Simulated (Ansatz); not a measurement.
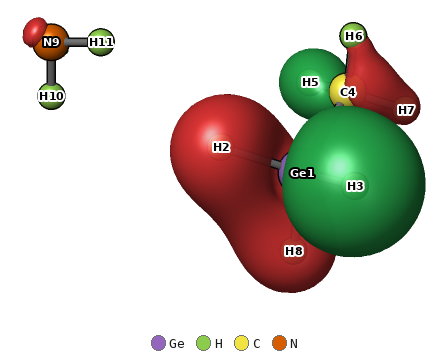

CH$_{6}$Ge···NH$_{2}$ (doublet). The HOMO−1 (α) at ±0.1 Å⁻³ᐟ² (green and red are the two phases), seen at a tilt.

These are results of UHF/def2-SVP (Ansatz), not measurements.

```
atom    x (Å)    y (Å)    z (Å)
  Ge   0.1096   0.0073  -0.3382
   H   0.1137  -0.2091   1.1861
   H   1.5660   0.1551  -0.8055
   C  -0.9298   1.6068  -0.7930
   H  -1.9623   1.5005  -0.4578
   H  -0.5020   2.4898  -0.3162
   H  -0.9328   1.7658  -1.8722
   H  -0.4975  -1.2404  -0.9982
   N  -0.3054   0.1414   4.5987
   H  -0.6200  -0.6688   4.0716
   H   0.4755   0.4919   4.0511
```

### What is the character of this orbital?

By Hirshfeld shares it lies mainly on Ge1 (about 40 %), H3 (about 35 %), H2 (about 10 %) and H8 (about 10 %). Its energy is −12.63 eV.
